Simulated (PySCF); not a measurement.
**C3H7O, charge −1, SMILES `[OH-].C1CC1`: what the electrons do**

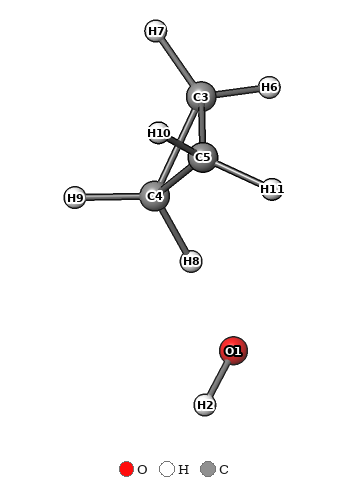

The molecule, with its atoms numbered as below. The pair's geometry is semi-empirical, so its contact may be too short or too long.

Coordinates in Å:

```
O1      -2.3955    0.1047   -0.1802
H2      -2.7260   -0.7025    0.2395
C3       1.2895    0.7349   -0.1867
C4       0.2241    0.0110    0.5726
C5       1.2220   -0.7630   -0.2288
H6       1.0037    1.2829   -1.0740
H7       2.1251    1.1891    0.3423
H8      -0.9015    0.0733    0.2143
H9       0.3452   -0.0248    1.6518
H10      2.0120   -1.3203    0.2713
H11      0.8917   -1.2322   -1.1457
```

### 1. Bonding charge

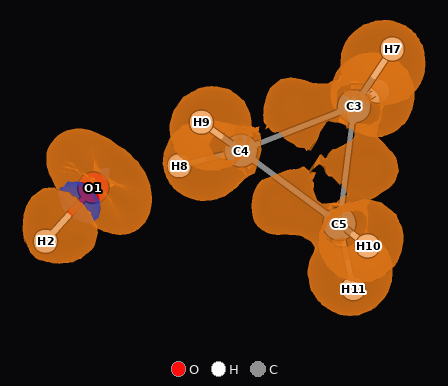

Deformation density (molecule less spherical, spin-averaged free atoms at the same positions), surfaces at ±0.14 e/Å³; orange: gain, blue: loss.

Computed with PySCF, PBE/aug-cc-pVDZ, geometry: GFN2-xTB. The highest occupied Kohn–Sham orbital has positive energy, a self-interaction fault of such functionals for anions. This is a single-reference result, which may miss multireference character in this system.

> How much density has each bond gained at its critical point, relative to the free atoms?

The five largest and four smallest: O1–H2: +0.77 e/Å³ at the bond critical point (bond length 0.97 Å). C3–H6: +0.64 e/Å³ at the bond critical point (bond length 1.08 Å). C5–H11: +0.64 e/Å³ at the bond critical point (bond length 1.08 Å). C3–H7: +0.61 e/Å³ at the bond critical point (bond length 1.09 Å). C5–H10: +0.61 e/Å³ at the bond critical point (bond length 1.09 Å). C3–C4: +0.29 e/Å³ at the bond critical point (bond length 1.50 Å). C4–C5: +0.29 e/Å³ at the bond critical point (bond length 1.50 Å). C3–C5: +0.28 e/Å³ at the bond critical point (bond length 1.50 Å). O1–H8: +0.01 e/Å³ at the bond critical point (bond length 1.55 Å). In all, 2.6 electrons gather in the regions of gain relative to the promolecule of neutral atoms (this includes the anion's extra charge). A small or negative value marks a very polar bond, one between electron-rich atoms, whose free-atom densities already overlap strongly, a long bond to a heavier atom, or a closed-shell contact such as a hydrogen bond.

### 2. Bond critical points

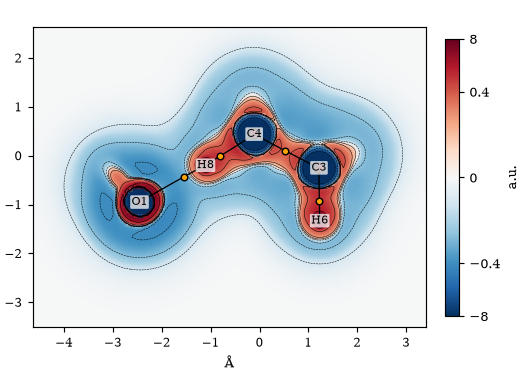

Negative Laplacian of the density (−∇²ρ) in the plane of O1, C3, C4, H6 and H8 (red positive, blue negative, colour scale in a.u., logarithmic beyond ±0.04), with bond paths and bond critical points (dots).

> Sort the bonds in the plane by the sign of ∇²ρ at their critical points.

Concentrated (∇²ρ < 0): C3–H6 (−0.98 a.u.); C3–C4 (−0.35 a.u.); C4–H8 (−0.81 a.u.). Depleted (∇²ρ > 0): O1–H8 (+0.16 a.u., H = −0.015).

> Where along C4–H8 does the critical point lie?

0.83 Å from C4 and 0.35 Å from H8.

### 3. Electrostatic potential

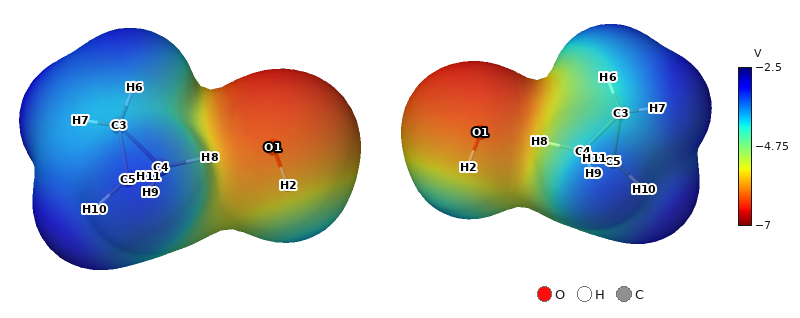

Electrostatic potential on the surface of electron density 0.001 a.u. (back view left, front view right).

> Where are the extremes of the potential on the surface?

Highest: −2.77 V, 1.4 Å from H10. Further maxima include −3.17 V, 1.4 Å from H6; −3.18 V, 1.4 Å from H11. Lowest: −6.54 V, 1.9 Å from O1. Further minima include −3.93 V, off the C3–C5 bond (2.1 to 2.2 Å from its atoms). The surface is sampled at points, so like sites can differ by a few per cent and only the strongest of them is named.
